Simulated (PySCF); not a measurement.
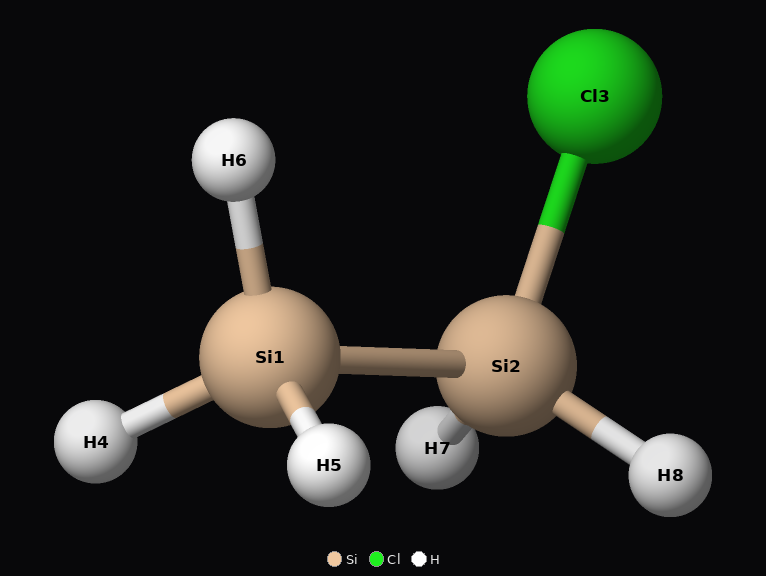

Computed geometry: PBE0-D3(BJ)/def2-SVP optimisation. No frequency run is at hand to confirm it as a minimum.

How are the neighbours of atom 2 arranged?

Answer. Si2 has 4 neighbours (Si1 at 2.36, Cl3 at 2.08, H7 at 1.49, H8 at 1.49 Å); the arrangement is tetrahedral.

How are the neighbours of atom 1 arranged?

Answer. Si1 has 4 neighbours (Si2 at 2.36, H4 at 1.50, H5 at 1.50, H6 at 1.49 Å); the arrangement is tetrahedral.
